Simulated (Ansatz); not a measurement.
# SiH2 (triplet): wB97M-V, B2PLYP, RPA-PBE over vertical spin and charge gaps and displaced geometries, cc-pVDZ, part 2 of 2

Ansatz 0.2.0, Gaussian basis; cc-pVDZ, all electrons in the functionals, frozen cores in the correlation of double hybrids and RPA.

### Step 14. B2PLYP, displaced geometry v1

in.yaml reads:

```yaml
crystal:
  periodic: [false, false, false]
  atoms:
    - {symbol: Si, position_ang: [-0.001550, -0.051645, 0.002174]}
    - {symbol: H, position_ang: [-0.002383, 0.689866, -1.287353]}
    - {symbol: H, position_ang: [0.045581, 0.749175, 1.226782]}
basis:
  gaussian: {orbitals: cc-pVDZ}
magnetization: {spin_polarized: true, initial_magnetization: 2}
hamiltonian: {xc: {name: B2PLYP}}
correlation: {electrons: outside_noble_gas}
```

Started as:

```sh
$ ansatz run in.yaml --threads 1 --pin off --events-out ev --progress --plain --max-ram 2393MiB
```

What it wrote, shortened:

```text
Functional definition: B2PLYP
  name "B2PLYP"
  cite "Grimme, J. Chem. Phys. 124, 034108 (2006) doi:10.1063/1.2148954"
  cite "Becke, Phys. Rev. A 38, 3098 (1988) doi:10.1103/PhysRevA.38.3098"
  cite "Lee, Yang & Parr, Phys. Rev. B 37, 785 (1988) doi:10.1103/PhysRevB.37.785"
[...]
270 factors; integrals over basis functions are off by at most 1.3e-3 eV
[...]
mean field -7902.73630071 eV, -290.4202023840 hartree, gradient 4.3e-6 eV, S^2 2.002739; 0 other end points of the search recorded, 0 dependent functions left out
5 core orbitals not correlated: weight in the atoms' cores, before any rotation towards them, 1.000 or more for the frozen orbitals, at most 0.000 for the correlated occupied ones
reference -7902.73641704 eV, -290.4202066590 hartree; 4, 2 occupied and 19, 21 virtual orbitals, 270 factors
second order -2.49954909 eV of doubles, -0.00000000 eV of singles
Total energy: -7903.41129529 eV, -290.4450079774 hartree
```

Wall time 0.46 s (1 thread of Arm Neoverse V2, shared host).

From the report: ⟨S²⟩ of the determinant 2.003 (pure triplet: 2.00).

From charge 0, triplet: +0.2 kcal/mol.

### Step 15. B2PLYP, displaced geometry v2

in.yaml reads:

```yaml
crystal:
  periodic: [false, false, false]
  atoms:
    - {symbol: Si, position_ang: [0.008476, -0.050215, -0.000503]}
    - {symbol: H, position_ang: [-0.156398, 0.715812, -1.267283]}
    - {symbol: H, position_ang: [-0.079778, 0.683387, 1.281285]}
basis:
  gaussian: {orbitals: cc-pVDZ}
magnetization: {spin_polarized: true, initial_magnetization: 2}
hamiltonian: {xc: {name: B2PLYP}}
correlation: {electrons: outside_noble_gas}
```

The command is unchanged.

What it wrote, shortened:

```text
Functional definition: B2PLYP
  name "B2PLYP"
  cite "Grimme, J. Chem. Phys. 124, 034108 (2006) doi:10.1063/1.2148954"
  cite "Becke, Phys. Rev. A 38, 3098 (1988) doi:10.1103/PhysRevA.38.3098"
  cite "Lee, Yang & Parr, Phys. Rev. B 37, 785 (1988) doi:10.1103/PhysRevB.37.785"
[...]
270 factors; integrals over basis functions are off by at most 1.3e-3 eV
[...]
mean field -7902.74303468 eV, -290.4204498530 hartree, gradient 9.7e-6 eV, S^2 2.002770; 0 other end points of the search recorded, 0 dependent functions left out
5 core orbitals not correlated: weight in the atoms' cores, before any rotation towards them, 1.000 or more for the frozen orbitals, at most 0.000 for the correlated occupied ones
reference -7902.74315121 eV, -290.4204541353 hartree; 4, 2 occupied and 19, 21 virtual orbitals, 270 factors
second order -2.50331814 eV of doubles, -0.00000000 eV of singles
Total energy: -7903.41904711 eV, -290.4452928514 hartree
```

Run time: 0.45 s. Hardware: 1 thread of Arm Neoverse V2, shared host.

From the report: ⟨S²⟩ of the determinant 2.003 (pure triplet: 2.00).

From charge 0, triplet: 0.0 kcal/mol.

### Step 16. RPA-PBE, charge 0, triplet

in.yaml reads:

```yaml
crystal:
  periodic: [false, false, false]
  atoms:
    - {symbol: Si, position_ang: [0.000000, -0.050740, 0.000000]}
    - {symbol: H, position_ang: [0.000000, 0.706913, -1.278374]}
    - {symbol: H, position_ang: [0.000000, 0.706912, 1.278374]}
basis:
  gaussian: {orbitals: cc-pVDZ}
magnetization: {spin_polarized: true, initial_magnetization: 2}
hamiltonian: {xc: {name: PBE}}
correlation: {method: rpa, electrons: outside_noble_gas}
```

Launched as before.

What it wrote:

```text
Functional definition: PBE
  name "PBE"
  cite "Perdew, Burke & Ernzerhof, Phys. Rev. Lett. 77, 3865 (1996) doi:10.1103/PhysRevLett.77.3865"
  parent pbe
  parameter kappa = 0.804
  parameter beta = 0.06672455060314922
  exchange = pbe_x(kappa = kappa, mu = beta*pi^2/3)
  correlation = pbe_c(beta = beta)
271 factors; integrals over basis functions are off by at most 1.2e-3 eV
mean field evaluation 1: about -7902.2953 eV, gradient 7.1e0 eV
mean field evaluation 2: about -7902.2937 eV, gradient 7.1e0 eV
mean field evaluation 4: about -7902.7773 eV, gradient 9.3e-1 eV
mean field evaluation 8: about -7902.7857 eV, gradient 7.4e-3 eV
mean field -7902.78566852 eV, -290.4220166177 hartree, gradient 7.4e-6 eV, S^2 2.002586; 0 other end points of the search recorded, 0 dependent functions left out
5 core orbitals not correlated: weight in the atoms' cores, before any rotation towards them, 1.000 or more for the frozen orbitals, at most 0.000 for the correlated occupied ones
reference -7891.34052608 eV, -290.0014153907 hartree; 4, 2 occupied and 19, 21 virtual orbitals, 271 factors
Total energy: -7896.00200391 eV, -290.1727215412 hartree
```

It took 0.42 s on 1 thread of Arm Neoverse V2, shared host.

From the report: ⟨S²⟩ of the determinant 2.003 (pure triplet: 2.00).

### Step 17. RPA-PBE, charge 0, singlet

in.yaml: that of step 16 with these lines changed.

```diff
@@ -8,3 +8,3 @@
   gaussian: {orbitals: cc-pVDZ}
-magnetization: {spin_polarized: true, initial_magnetization: 2}
+magnetization: {spin_polarized: true, initial_magnetization: 0}
 hamiltonian: {xc: {name: PBE}}
```

The command is unchanged.

What it wrote, shortened:

```text
Functional definition: PBE
  name "PBE"
  cite "Perdew, Burke & Ernzerhof, Phys. Rev. Lett. 77, 3865 (1996) doi:10.1103/PhysRevLett.77.3865"
  parent pbe
[...]
271 factors; integrals over basis functions are off by at most 1.2e-3 eV
[...]
mean field -7903.05562900 eV, -290.4319374824 hartree, gradient 7.8e-7 eV, S^2 0.473657; 7 other end points of the search recorded, 0 dependent functions left out
5 core orbitals not correlated: weight in the atoms' cores, before any rotation towards them, 1.000 or more for the frozen orbitals, at most 0.000 for the correlated occupied ones
reference -7891.37579165 eV, -290.0027113763 hartree; 3, 3 occupied and 20, 20 virtual orbitals, 271 factors
Total energy: -7896.40393444 eV, -290.1874922160 hartree
```

It took 1.4 s on 1 thread of Arm Neoverse V2, shared host.

From the report: ⟨S²⟩ of the determinant 0.474 (pure singlet: 0.00).

From charge 0, triplet: -9.3 kcal/mol.

### Step 18. RPA-PBE, charge 0, quintet

in.yaml: that of step 17 with these lines changed.

```diff
@@ -8,3 +8,3 @@
   gaussian: {orbitals: cc-pVDZ}
-magnetization: {spin_polarized: true, initial_magnetization: 0}
+magnetization: {spin_polarized: true, initial_magnetization: 4}
 hamiltonian: {xc: {name: PBE}}
```

Launched as before.

What it wrote, shortened:

```text
Functional definition: PBE
  name "PBE"
  cite "Perdew, Burke & Ernzerhof, Phys. Rev. Lett. 77, 3865 (1996) doi:10.1103/PhysRevLett.77.3865"
  parent pbe
[...]
271 factors; integrals over basis functions are off by at most 1.2e-3 eV
[...]
a density is far from that of the atoms, so the factors are made again for it
289 factors; integrals over basis functions are off by at most 1.2e-3 eV
[...]
mean field -7894.87178863 eV, -290.1311868957 hartree, gradient 3.1e-6 eV, S^2 6.001229; 7 other end points of the search recorded, 0 dependent functions left out
5 core orbitals not correlated: weight in the atoms' cores, before any rotation towards them, 1.000 or more for the frozen orbitals, at most 0.000 for the correlated occupied ones
reference -7883.43921303 eV, -289.7110474919 hartree; 5, 1 occupied and 18, 22 virtual orbitals, 289 factors
Total energy: -7887.79770848 eV, -289.8712192455 hartree
```

Wall time 2.1 s (1 thread of Arm Neoverse V2, shared host).

From the report: ⟨S²⟩ of the determinant 6.001 (pure quintet: 6.00).

From charge 0, triplet: +189.2 kcal/mol.

### Step 19. RPA-PBE, charge 1, doublet

in.yaml: that of step 18 with these lines changed.

```diff
@@ -8,3 +8,4 @@
   gaussian: {orbitals: cc-pVDZ}
-magnetization: {spin_polarized: true, initial_magnetization: 4}
+total_charge: 1
+magnetization: {spin_polarized: true, initial_magnetization: 1}
 hamiltonian: {xc: {name: PBE}}
```

Launched as before.

What it wrote:

```text
Functional definition: PBE
  name "PBE"
  cite "Perdew, Burke & Ernzerhof, Phys. Rev. Lett. 77, 3865 (1996) doi:10.1103/PhysRevLett.77.3865"
  parent pbe
  parameter kappa = 0.804
  parameter beta = 0.06672455060314922
  exchange = pbe_x(kappa = kappa, mu = beta*pi^2/3)
  correlation = pbe_c(beta = beta)
271 factors; integrals over basis functions are off by at most 1.2e-3 eV
mean field evaluation 1: about -7893.7864 eV, gradient 9.0e0 eV
mean field evaluation 2: about -7893.7829 eV, gradient 9.0e0 eV
mean field evaluation 4: about -7894.5362 eV, gradient 1.1e0 eV
mean field evaluation 8: about -7894.5466 eV, gradient 2.0e-3 eV
mean field -7894.54663934 eV, -290.1192378798 hartree, gradient 6.2e-6 eV, S^2 0.751257; 0 other end points of the search recorded, 0 dependent functions left out
5 core orbitals not correlated: weight in the atoms' cores, before any rotation towards them, 1.000 or more for the frozen orbitals, at most 0.000 for the correlated occupied ones
reference -7883.62942914 eV, -289.7180378051 hartree; 3, 2 occupied and 20, 21 virtual orbitals, 271 factors
Total energy: -7887.90407030 eV, -289.8751279701 hartree
```

Run time: 0.42 s. Hardware: 1 thread of Arm Neoverse V2, shared host.

From the report: ⟨S²⟩ of the determinant 0.751 (pure doublet: 0.75).

From charge 0, triplet: +186.7 kcal/mol.

### Step 20. RPA-PBE, charge 1, quartet

in.yaml: that of step 19 with these lines changed.

```diff
@@ -9,3 +9,3 @@
 total_charge: 1
-magnetization: {spin_polarized: true, initial_magnetization: 1}
+magnetization: {spin_polarized: true, initial_magnetization: 3}
 hamiltonian: {xc: {name: PBE}}
```

Same command.

What it wrote:

```text
Functional definition: PBE
  name "PBE"
  cite "Perdew, Burke & Ernzerhof, Phys. Rev. Lett. 77, 3865 (1996) doi:10.1103/PhysRevLett.77.3865"
  parent pbe
  parameter kappa = 0.804
  parameter beta = 0.06672455060314922
  exchange = pbe_x(kappa = kappa, mu = beta*pi^2/3)
  correlation = pbe_c(beta = beta)
271 factors; integrals over basis functions are off by at most 1.2e-3 eV
mean field evaluation 1: about -7889.7881 eV, gradient 6.1e0 eV
mean field evaluation 2: about -7889.7870 eV, gradient 6.1e0 eV
mean field evaluation 4: about -7890.1587 eV, gradient 2.4e-1 eV
mean field evaluation 8: about -7890.1592 eV, gradient 3.0e-3 eV
mean field -7890.15922728 eV, -289.9580034607 hartree, gradient 2.0e-6 eV, S^2 3.752897; 0 other end points of the search recorded, 0 dependent functions left out
5 core orbitals not correlated: weight in the atoms' cores, before any rotation towards them, 1.000 or more for the frozen orbitals, at most 0.000 for the correlated occupied ones
reference -7879.31672910 eV, -289.5595490016 hartree; 4, 1 occupied and 19, 22 virtual orbitals, 271 factors
Total energy: -7883.30287720 eV, -289.7060372423 hartree
```

It took 0.42 s on 1 thread of Arm Neoverse V2, shared host.

From the report: ⟨S²⟩ of the determinant 3.753 (pure quartet: 3.75).

From charge 0, triplet: +292.8 kcal/mol.

### Step 21. RPA-PBE, displaced geometry v1

in.yaml reads:

```yaml
crystal:
  periodic: [false, false, false]
  atoms:
    - {symbol: Si, position_ang: [-0.001550, -0.051645, 0.002174]}
    - {symbol: H, position_ang: [-0.002383, 0.689866, -1.287353]}
    - {symbol: H, position_ang: [0.045581, 0.749175, 1.226782]}
basis:
  gaussian: {orbitals: cc-pVDZ}
magnetization: {spin_polarized: true, initial_magnetization: 2}
hamiltonian: {xc: {name: PBE}}
correlation: {method: rpa, electrons: outside_noble_gas}
```

The command is unchanged.

What it wrote:

```text
Functional definition: PBE
  name "PBE"
  cite "Perdew, Burke & Ernzerhof, Phys. Rev. Lett. 77, 3865 (1996) doi:10.1103/PhysRevLett.77.3865"
  parent pbe
  parameter kappa = 0.804
  parameter beta = 0.06672455060314922
  exchange = pbe_x(kappa = kappa, mu = beta*pi^2/3)
  correlation = pbe_c(beta = beta)
270 factors; integrals over basis functions are off by at most 1.3e-3 eV
mean field evaluation 1: about -7902.2523 eV, gradient 7.3e0 eV
mean field evaluation 2: about -7902.2509 eV, gradient 7.3e0 eV
mean field evaluation 4: about -7902.7610 eV, gradient 9.6e-1 eV
mean field evaluation 8: about -7902.7699 eV, gradient 7.4e-3 eV
mean field -7902.76988068 eV, -290.4214364252 hartree, gradient 6.3e-6 eV, S^2 2.002572; 0 other end points of the search recorded, 0 dependent functions left out
5 core orbitals not correlated: weight in the atoms' cores, before any rotation towards them, 1.000 or more for the frozen orbitals, at most 0.000 for the correlated occupied ones
reference -7891.33766914 eV, -290.0013104002 hartree; 4, 2 occupied and 19, 21 virtual orbitals, 270 factors
Total energy: -7895.99189223 eV, -290.1723499439 hartree
```

Run time: 0.42 s. Hardware: 1 thread of Arm Neoverse V2, shared host.

From the report: ⟨S²⟩ of the determinant 2.003 (pure triplet: 2.00).

From charge 0, triplet: +0.2 kcal/mol.

### Step 22. RPA-PBE, displaced geometry v2

in.yaml reads:

```yaml
crystal:
  periodic: [false, false, false]
  atoms:
    - {symbol: Si, position_ang: [0.008476, -0.050215, -0.000503]}
    - {symbol: H, position_ang: [-0.156398, 0.715812, -1.267283]}
    - {symbol: H, position_ang: [-0.079778, 0.683387, 1.281285]}
basis:
  gaussian: {orbitals: cc-pVDZ}
magnetization: {spin_polarized: true, initial_magnetization: 2}
hamiltonian: {xc: {name: PBE}}
correlation: {method: rpa, electrons: outside_noble_gas}
```

The command is unchanged.

What it wrote:

```text
Functional definition: PBE
  name "PBE"
  cite "Perdew, Burke & Ernzerhof, Phys. Rev. Lett. 77, 3865 (1996) doi:10.1103/PhysRevLett.77.3865"
  parent pbe
  parameter kappa = 0.804
  parameter beta = 0.06672455060314922
  exchange = pbe_x(kappa = kappa, mu = beta*pi^2/3)
  correlation = pbe_c(beta = beta)
270 factors; integrals over basis functions are off by at most 1.3e-3 eV
mean field evaluation 1: about -7902.2895 eV, gradient 7.1e0 eV
mean field evaluation 2: about -7902.2879 eV, gradient 7.2e0 eV
mean field evaluation 4: about -7902.7752 eV, gradient 9.3e-1 eV
mean field evaluation 8: about -7902.7837 eV, gradient 7.4e-3 eV
mean field -7902.78367296 eV, -290.4219432819 hartree, gradient 4.6e-6 eV, S^2 2.002583; 0 other end points of the search recorded, 0 dependent functions left out
5 core orbitals not correlated: weight in the atoms' cores, before any rotation towards them, 1.000 or more for the frozen orbitals, at most 0.000 for the correlated occupied ones
reference -7891.34050714 eV, -290.0014146947 hartree; 4, 2 occupied and 19, 21 virtual orbitals, 270 factors
Total energy: -7896.00089773 eV, -290.1726808898 hartree
```

Run time: 0.42 s. Hardware: 1 thread of Arm Neoverse V2, shared host.

From the report: ⟨S²⟩ of the determinant 2.003 (pure triplet: 2.00).

From charge 0, triplet: 0.0 kcal/mol.

### Step 23. Against the wave-function levels

The yardstick is full CI for this spin, exact in this basis with these frozen cores. It comes from earlier runs at the same points. Energies in kcal/mol, counted from charge 0, triplet; blanks weren't run or aren't comparable.

| level | triplet to singlet | triplet to quintet | ionisation to the doublet cation | ionisation to the quartet cation | displacement v1 | displacement v2 |
| --- | --- | --- | --- | --- | --- | --- |
| FCI | -8.0 | 187.8 | 185.8 | 289.8 | 0.2 | 0.0 |
| wB97M-V | -12.7 | 192.0 | 183.4 | 294.6 | 0.2 | 0.0 |
| B2PLYP | -8.5 | 189.6 | 185.0 | 292.1 | 0.2 | 0.0 |
| RPA-PBE | -9.3 | 189.2 | 186.7 | 292.8 | 0.2 | 0.0 |

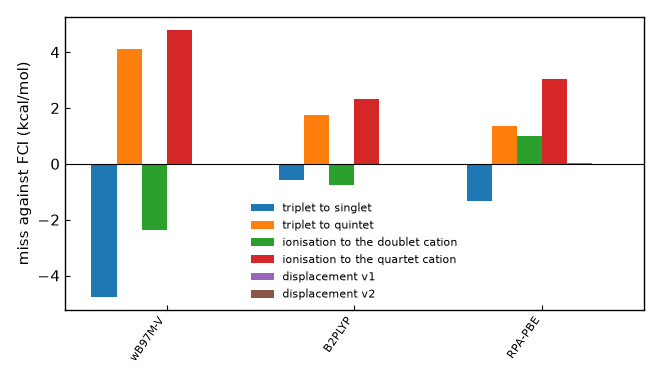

Misses of the gaps against FCI.

Largest miss and mean time a point (FCI took 2.4 s a point; shared hosts):

| level | largest miss (kcal/mol) | where | time a point |
| --- | --- | --- | --- |
| wB97M-V | +4.8 | ionisation to the quartet cation | 1.9 s |
| B2PLYP | +2.3 | ionisation to the quartet cation | 0.62 s |
| RPA-PBE | +3.0 | ionisation to the quartet cation | 0.8 s |

### Step 24. What came out

What follows sums up all 2 parts.

| quantity | value |
| --- | --- |
| triplet to singlet, FCI | -8.0 kcal/mol |
| triplet to quintet, FCI | 187.8 kcal/mol |
| ionisation to the doublet cation, FCI | 185.8 kcal/mol |
| ionisation to the quartet cation, FCI | 289.8 kcal/mol |
| displacement v1, FCI | 0.2 kcal/mol |
| displacement v2, FCI | 0.0 kcal/mol |
| largest miss, wB97M-V | +4.8 kcal/mol (ionisation to the quartet cation) |
| largest miss, B2PLYP | +2.3 kcal/mol (ionisation to the quartet cation) |
| largest miss, RPA-PBE | +3.0 kcal/mol (ionisation to the quartet cation) |

What this shows: Of the functionals, B2PLYP keep the smallest largest miss at the points compared (at most 2.3 kcal/mol) and wB97M-V strays most (4.8 kcal/mol, at ionisation to the quartet cation). B2PLYP, RPA-PBE clearly break the spin symmetry at some points (⟨S²⟩ up to 0.50 above the pure value), so energy there is bought with a mixed spin. Functionals and the yardstick converge differently with the basis, so part of each miss in cc-pVDZ is the basis.
